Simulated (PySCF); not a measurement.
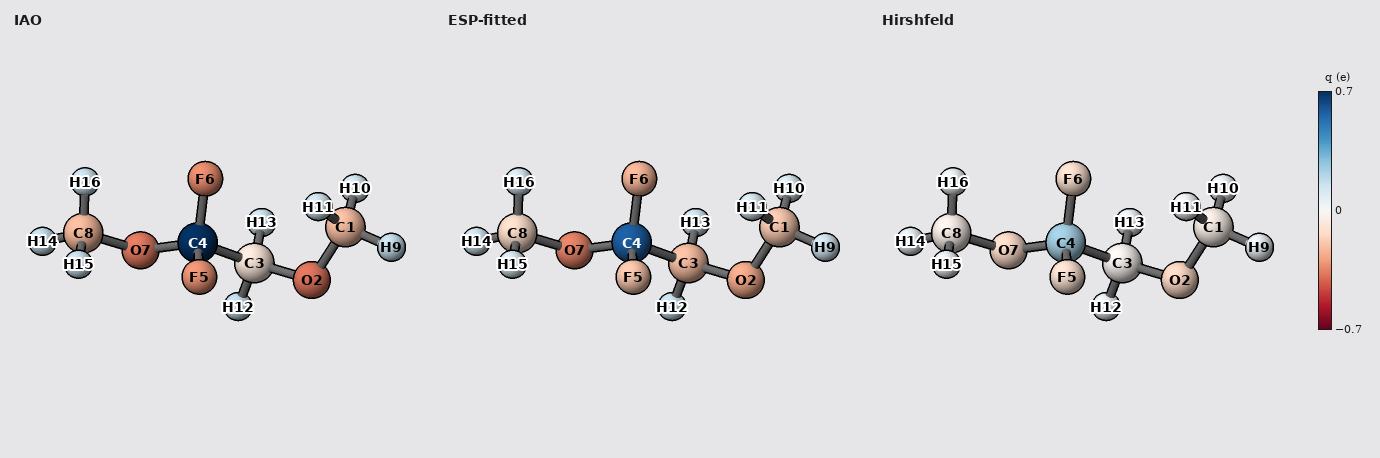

Atomic charges of one calculation by 3 schemes, on one colour scale. The geometry was computed by an optimisation with GFN2-xTB. No frequency run is at hand to confirm it as a minimum. Method: PBE0/pcSseg-1 (PySCF 2.14.0).

Which scheme gives the most polar picture (largest mean size of the charges)?

The IAO charges are the largest in size here, and the Hirshfeld charges the smallest.

On which atom do the schemes disagree most?

On C4 (from 0.24 to 0.69 e).

List the charges (e), one line for each set of equivalent atoms.

| atom | IAO | ESP-fitted | Hirshfeld |
| --- | --- | --- | --- |
| C1 | −0.21 | −0.18 | −0.05 |
| O2 | −0.38 | −0.26 | −0.14 |
| C3 | −0.08 | −0.21 | −0.02 |
| C4 | 0.69 | 0.57 | 0.24 |
| F5 | −0.31 | −0.19 | −0.11 |
| F6 | −0.33 | −0.23 | −0.11 |
| O7 | −0.37 | −0.35 | −0.13 |
| C8 | −0.22 | −0.13 | −0.04 |
| H9 | 0.16 | 0.13 | 0.05 |
| H10 | 0.12 | 0.11 | 0.04 |
| H11 | 0.14 | 0.11 | 0.03 |
| H12 | 0.17 | 0.15 | 0.05 |
| H13 | 0.13 | 0.14 | 0.04 |
| H14 | 0.17 | 0.13 | 0.06 |
| H15 | 0.15 | 0.11 | 0.04 |
| H16 | 0.15 | 0.11 | 0.04 |
